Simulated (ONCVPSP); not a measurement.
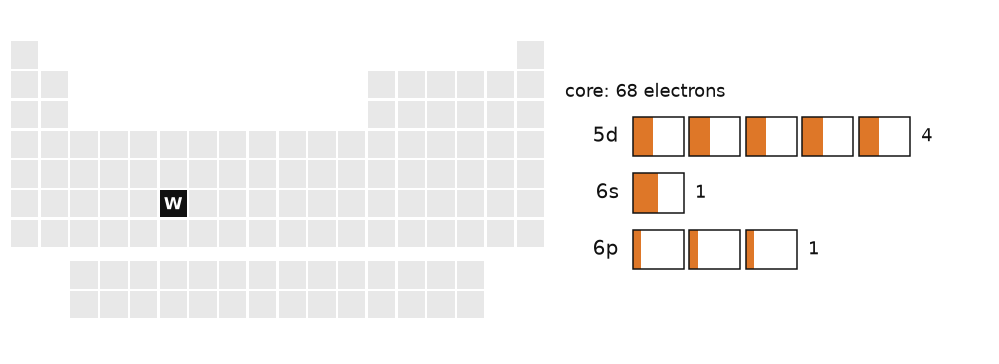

Left, the place of tungsten in the periodic table; right, the valence shells of the reference configuration: a box for each of the 2l + 1 orbitals, shaded by the share of the shell that is filled, with the electron count at the right.

**Run report: W, pseudopotential generation**

Tungsten (W, Z = 74), core [Xe] 4f14, reference valence 5d4 6s1 6p1, valence charge 6. Computed at this level: ONCV potential, PBE, scalar-relativistic, made with ONCVPSP 4.0.1.

**Log (extracts)**
```
ONCVPSP  (Optimized Norm-Conservinng Vanderbilt PSeudopotential)
scalar-relativistic version 4.0.1

#   n    l    f        energy (Ha)
    1    0    2.00    -2.5540760E+03
    2    0    2.00    -4.4087106E+02
    2    1    6.00    -3.8552724E+02
    3    0    2.00    -1.0158105E+02
    3    1    6.00    -8.5194574E+01
    3    2   10.00    -6.6361109E+01
    4    0    2.00    -2.1002983E+01
    4    1    6.00    -1.5629015E+01
    4    2   10.00    -8.8209771E+00
    4    3   14.00    -1.2791284E+00
    5    0    2.00    -2.9649472E+00
    5    1    6.00    -1.6468615E+00
    5    2    4.00    -2.1676306E-01
    6    0    1.00    -2.4833294E-01
    6    1    1.00    -7.7768495E-02

Reference configufation results
  iterations    32
  all-electron total energy (Ha)   -1.61423482D+04

Begin loop to  construct optimized pseudo wave functions
and semi-local pseudopoentials for all angular momenta

   Wellstate for l =  0  n =  9
     eigenvalue =   3.2517
     asymptotic potential =   3.7517
     half-point radius =  4.6519

Calculating optimized projector #   1

 for l=   0

    Fraction of norm inside rc  0.380646
    Optimizing pswf for qcut=   2.59 a_B^-1,  ecut=   3.36 Ha
    Residual kinetic energy error=  7.59D-04 Ha

    Energy error per electron        Cutoff
         Ha          eV             Ha
         0.01000     0.27211        2.10
         0.00100     0.02721        3.35
         0.00010     0.00272       13.69
         0.00001     0.00027       31.89

Calculating optimized projector #   2

 for l=   0

    Fraction of norm inside rc  0.150207
    Optimizing pswf for qcut=   2.59 a_B^-1,  ecut=   3.36 Ha
    Residual kinetic energy error=  3.57D-01 Ha

    Energy error per electron        Cutoff
         Ha          eV             Ha
         0.01000     0.27211       24.00
         0.00100     0.02721       41.87
         0.00010     0.00272       48.22
         0.00001     0.00027       66.74

Calculating optimized projector #   1

 for l=   1

    Fraction of norm inside rc  0.112720
    Optimizing pswf for qcut=   3.00 a_B^-1,  ecut=   4.50 Ha
    Residual kinetic energy error=  2.04D-03 Ha

    Energy error per electron        Cutoff
         Ha          eV             Ha
         0.01000     0.27211        0.58
         0.00100     0.02721       11.57
         0.00010     0.00272       33.91
         0.00001     0.00027       38.59

   Wellstate for l =  2  n =  7
     eigenvalue =   1.4832
     asymptotic potential =   1.9832
     half-point radius =  4.6547

Calculating optimized projector #   1

 for l=   2

    Fraction of norm inside rc  0.457686
    Optimizing pswf for qcut=   5.11 a_B^-1,  ecut=  13.07 Ha
    Residual kinetic energy error=  1.77D-03 Ha

    Energy error per electron        Cutoff
         Ha          eV             Ha
         0.01000     0.27211       10.50
         0.00100     0.02721       14.06
         0.00010     0.00272       36.68
         0.00001     0.00027       81.76

Calculating optimized projector #   2

 for l=   2

    Fraction of norm inside rc  0.092021
    Optimizing pswf for qcut=   5.11 a_B^-1,  ecut=  13.07 Ha
    Residual kinetic energy error=  2.08D-03 Ha

    Energy error per electron        Cutoff
         Ha          eV             Ha
         0.01000     0.27211       10.64
         0.00100     0.02721       14.03
         0.00010     0.00272       23.06
         0.00001     0.00027       44.66

Construct Vanderbilt / Kleinmman-Bylander projectors

B matrix Hermiticity error, ll=   0
   1   2    1.5728E-04

  Orthonormal projector coefficients  7.6765E+00  1.2898E+00

B matrix Hermiticity error, ll=   2
   1   2   -1.4589E-04

  Orthonormal projector coefficients -2.6439E+00 -8.9737E-01

Model core correction analysis
  based on d2Exc/dn_idn_j

d2excae - all-electron derivatives

   -1.887952D-02   -1.366599D-02   -6.342611D-03
   -1.366428D-02   -2.534926D-02   -1.856176D-02
   -6.339575D-03   -1.855771D-02   -2.507926D-02

d2excps - pseudofunction derivatives with no core correction

   -3.470719D-02   -1.666706D-02   -7.198407D-03
   -1.666419D-02   -2.695009D-02   -1.904493D-02
   -7.195134D-03   -1.904198D-02   -2.527503D-02

rms 2nd derivative error    5.508118E-03

rmatch, rhocmatch    1.8177    0.7080

Teter function model core charge with specified parameters

d2excps - pseudofunction derivatives with core correction

   -2.409288D-02   -1.436026D-02   -6.765259D-03
   -1.435834D-02   -2.510890D-02   -1.857354D-02
   -6.762443D-03   -1.856956D-02   -2.503999D-02

rms 2nd derivative error    1.781382E-03

Pseudoatom total energy   -7.306016

Diagnostic tests using Vanderbilt-Kleinman-Bylander pseudopotentials
  1 or more projectors used as specified by nproj input data

   l    rcore       rmatch      e in        delta e   norm test  slope test

   0   2.6655618   2.7464940  -0.2483329  -0.0000006   1.0000072   1.0000233
   0   2.6655618   2.7464940   3.2516671   0.0000545   1.0001202   1.0001202

   1   2.6655618   2.7464940  -0.0777685   0.0000005   1.0000050   1.0000021

   2   1.7535983   1.8068413  -0.2167631  -0.0000127   1.0000719   0.9999822
   2   1.7535983   1.8068413   1.4832369  -0.0000503   1.0002699   1.0002699

 Testing for bound ghosts
   n   l    E NL Schr. Eq   E Basis Diag.   E Cutoff

   1   0       -0.248334       -0.247018     48.85

   2   1       -0.077768       -0.063251     42.15

   3   2       -0.216776       -0.209939    143.90

 Testing for highly-localized positive-energy ghosts
       l    <radius>/rc     E Basis Diag.   E Cutoff

       0        0.549676        1.635643     48.85  WARNING - GHOST(+)

       1        0.561522        0.141193     42.15  WARNING - GHOST(+)

Test configuration 0

   n   l     f        eae           eps        diff
   1   0  2.0000-2554.07601569
   2   0  2.0000 -440.87106178
   2   1  6.0000 -385.52723831
   3   0  2.0000 -101.58104604
   3   1  6.0000  -85.19457360
   3   2 10.0000  -66.36110867
   4   0  2.0000  -21.00298274
   4   1  6.0000  -15.62901517
   4   2 10.0000   -8.82097713
   4   3 14.0000   -1.27912843
   5   0  2.0000   -2.96494721
   5   1  6.0000   -1.64686148
   5   2  4.0000   -0.21676306   -0.21677576   -1.27D-05
   6   0  1.0000   -0.24833294   -0.24833355   -6.10D-07
   6   1  1.0000   -0.07776850   -0.07776795    5.46D-07

    Total energies and differences
      AE_ref= -1.61423482D+04  AE_tst= -1.61423482D+04  dif=  0.00D+00
      PS_ref= -7.30601564D+00  PS_tst= -7.30601564D+00  dif= -9.77D-15
      PSP excitation error=  9.77D-15

Test configuration 1

   n   l     f        eae           eps        diff
   1   0  2.0000-2554.01648257
   2   0  2.0000 -440.81249975
   2   1  6.0000 -385.46869021
   3   0  2.0000 -101.52222840
   3   1  6.0000  -85.13576036
   3   2 10.0000  -66.30236720
   4   0  2.0000  -20.94403960
   4   1  6.0000  -15.57010256
   4   2 10.0000   -8.76214472
   4   3 14.0000   -1.22032709
   5   0  2.0000   -2.90589091
   5   1  6.0000   -1.58764932
   5   2  4.0000   -0.16464925   -0.16450052    1.49D-04
   6   0  2.0000   -0.20995059   -0.20978585    1.65D-04

    Total energies and differences
      AE_ref= -1.61423482D+04  AE_tst= -1.61425134D+04  dif= -1.65D-01
      PS_ref= -7.30601564D+00  PS_tst= -7.47114060D+00  dif= -1.65D-01
      PSP excitation error= -7.08D-05

Test configuration 2

   n   l     f        eae           eps        diff
   1   0  2.0000-2554.29339267
   2   0  2.0000 -441.08744223
   2   1  6.0000 -385.74369191
   3   0  2.0000 -101.79738334
   3   1  6.0000  -85.41091876
   3   2 10.0000  -66.57739252
   4   0  2.0000  -21.21929772
   4   1  6.0000  -15.84531711
   4   2 10.0000   -9.03722917
   4   3 14.0000   -1.49534176
   5   0  2.0000   -3.18114191
   5   1  6.0000   -1.86379527
   5   2  4.0000   -0.43098130   -0.43025737    7.24D-04
   6   0  1.0000   -0.44766545   -0.44805055   -3.85D-04

    Total energies and differences
      AE_ref= -1.61423482D+04  AE_tst= -1.61421869D+04  dif=  1.61D-01
      PS_ref= -7.30601564D+00  PS_tst= -7.14451753D+00  dif=  1.61D-01
      PSP excitation error= -2.32D-04

Test configuration 3

   n   l     f        eae           eps        diff
   1   0  2.0000-2554.61257383
   2   0  2.0000 -441.40399517
   2   1  6.0000 -386.06033646
   3   0  2.0000 -102.11383988
   3   1  6.0000  -85.72738216
   3   2 10.0000  -66.89373317
   4   0  2.0000  -21.53583630
   4   1  6.0000  -16.16181158
   4   2 10.0000   -9.35356450
   4   3 14.0000   -1.81143461
   5   0  2.0000   -3.49679521
   5   1  6.0000   -2.17922323
   5   2  4.0000   -0.73062511   -0.73033920    2.86D-04

    Total energies and differences
      AE_ref= -1.61423482D+04  AE_tst= -1.61416107D+04  dif=  7.37D-01
      PS_ref= -7.30601564D+00  PS_tst= -6.56697741D+00  dif=  7.39D-01
      PSP excitation error= -1.55D-03

Test configuration 4

   n   l     f        eae           eps        diff
   1   0  2.0000-2554.20561033
   2   0  2.0000 -440.99577018
   2   1  6.0000 -385.65212747
   3   0  2.0000 -101.70680614
   3   1  6.0000  -85.32034470
   3   2 10.0000  -66.48645493
   4   0  2.0000  -21.12880894
   4   1  6.0000  -15.75468212
   4   2 10.0000   -8.94626636
   4   3 14.0000   -1.40449584
   5   0  2.0000   -3.09196760
   5   1  6.0000   -1.78066427
   5   2  5.0000   -0.37289023   -0.37061742    2.27D-03

    Total energies and differences
      AE_ref= -1.61423482D+04  AE_tst= -1.61421572D+04  dif=  1.91D-01
      PS_ref= -7.30601564D+00  PS_tst= -7.11182591D+00  dif=  1.94D-01
      PSP excitation error= -3.21D-03
```

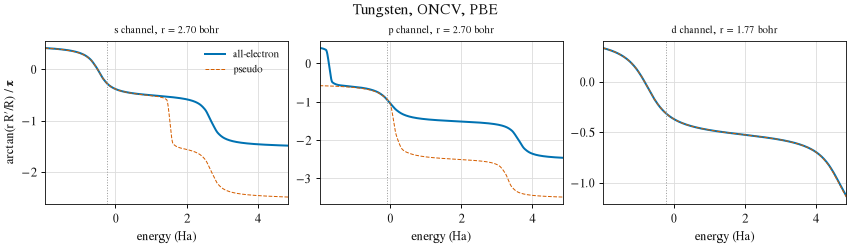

Unwrapped phase arctan(r R′/R) in units of π against energy, all-electron (solid) and pseudo (dashed); the pseudo phase is matched to the all-electron one at the reference energy. Here R(r) is the radial function. A near-vertical step is a level narrower than the spacing of the points behind the curves. The dotted line marks the reference energy of the channel. Not drawn: f: not judged.

- Range over which the phases agree within 0.05 rad: s: up to about 1.2 Ha; p: between about -0.7 and 0.0 Ha; d: over the whole range drawn.
- Ghost states: Going away from the reference energies, the phases part by more than π/2 in: s at about 1.5 Ha (above its reference energy, pseudo phase lower, at the flagged ghost); p at about 0.1 Ha (above its reference energy, pseudo phase lower, at the flagged ghost); p at about -1.7 Ha (below its reference energy, pseudo phase lower, at the 5p core level, which only the all-electron atom has). Such a step is either a state that only one of the two atoms has or an ordinary level shifted in energy. The separate test gives: no bound ghost flagged; GHOST(+) flagged for s at 44.5 eV, p at 3.8 eV.

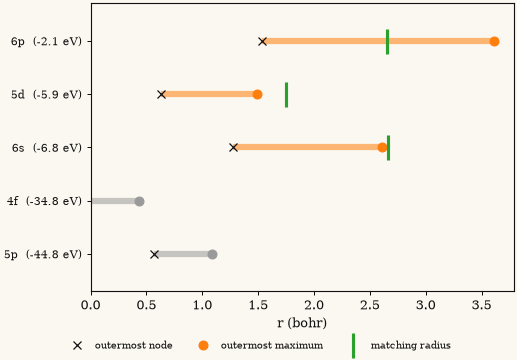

Outer shells of the all-electron reference atom: each bar runs from the outermost node (or the nucleus) to the outermost maximum of u(r); the tick is the radius chosen for the pseudo-wave. Shells without a tick have no pseudo-wave of their own. Levels, nodes and maxima are from ld1.x, scalar-relativistic.

- Radii against the shells: 6s: 2.66 bohr, outside the maximum; 5d: 1.75 bohr, outside the maximum; 6p: 2.65 bohr, between node and maximum.

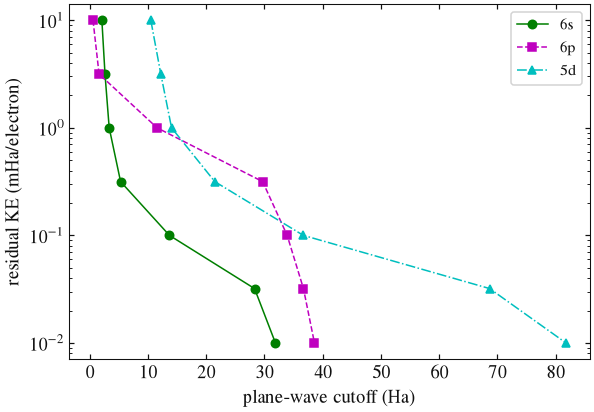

Residual kinetic energy of the pseudo-waves (the first of each channel, and further valence shells) beyond the plane-wave cutoff, as the generator prints it.

- Hardest wave at 1 mHa per electron: 5d, with rc = 1.75 bohr and qcut = 5.1 1/bohr. The optimisation minimises, but can't always remove, the kinetic energy above qcut²/2 = 13.0 Ha, and a larger rc would as a rule soften the wave at some cost in transferability.
- Cutoffs for 1 mHa per electron: 5d: 14 Ha; 6p: 12 Ha; 6s: 3.4 Ha.
- Cutoffs for the occupied states: 14 Ha for 1 mHa and 37 Ha for 0.1 mHa per electron. The first is set by 5d.

**Input file**
```
# ATOM AND REFERENCE CONFIGURATION
# atsym  z   nc   nv     iexc    psfile
  W 74.00   12    3        4      upf
#
#   n    l    f
    1    0    2.00
    2    0    2.00
    2    1    6.00
    3    0    2.00
    3    1    6.00
    3    2   10.00
    4    0    2.00
    4    1    6.00
    4    2   10.00
    4    3   14.00
    5    0    2.00
    5    1    6.00
    5    2    4.00
    6    0    1.00
    6    1    1.00
#
# PSEUDOPOTENTIAL AND OPTIMIZATION
# lmax
    2
#
#   l,   rc,      ep,       ncon, nbas, qcut
    0    2.66    0.00    4    9    2.60
    1    2.65    0.00    5    9    3.00
    2    1.75    0.00    5    9    5.10
#
# LOCAL POTENTIAL
# lloc, lpopt,  rc(5),   dvloc0
    4    5    1.70    2.00
#
# VANDERBILT-KLEINMAN-BYLANDER PROJECTORs
# l, nproj, debl
    0    2    3.50
    1    1    3.30
    2    2    1.70
#
# MODEL CORE CHARGE
# icmod, fcfact, rcfact
    3    4.00    1.35
#
# LOG DERIVATIVE ANALYSIS
# epsh1, epsh2, depsh
   -2.00    5.00    0.02
#
# OUTPUT GRID
# rlmax, drl
    6.00    0.01
#
# TEST CONFIGURATIONS
# ncnf
    4
# nvcnf
#   n    l    f
    3
    5    2    4.00
    6    0    2.00
    6    1    0.00
#
    3
    5    2    4.00
    6    0    1.00
    6    1    0.00
#
    3
    5    2    4.00
    6    0    0.00
    6    1    0.00
#
    3
    5    2    5.00
    6    0    0.00
    6    1    0.00
#
```

Launched with:
```bash
oncvpsp.x < W.dat > W.out
```

**Summary**

- outcome: generated, with a spurious state above the valence levels
- cutoffs needed: 14 Ha and 37 Ha (the cutoffs at which the residual kinetic energy of the hardest occupied pseudo-wave falls to 1 and 0.1 mHa per electron)
- ghost test: no bound ghost flagged; GHOST(+) flagged for s at 44.5 eV, p at 3.8 eV
- largest excitation error: -87 meV (all-electron minus pseudo) for 5d5 6s0 6p0, out of 4 test configurations
- rms error of d²Exc/dni dnj: 5.51 mHa without and 1.78 mHa with the model core
- clearest signs, in the scattering phases, of states that the all-electron atom lacks: s near 1.6 Ha, p near 0.1 Ha
- range over which the phases arctan(r R′/R) at the test radius agree within 0.05 rad (a looser test near the poles than one of phase shifts): s: up to about 1.2 Ha; p: between about -0.7 and 0.0 Ha; d: over the whole range computed; f: not judged, local potential alone
- hardware: 1 CPU thread, shared host
- wall time: 5.8 s

**Remarks**

The scattering phases show a p state near 0.1 Ha, 0.2 Ha above the channel's reference energy, that the all-electron atom lacks, which is too close to the valence region for the potential to be used.
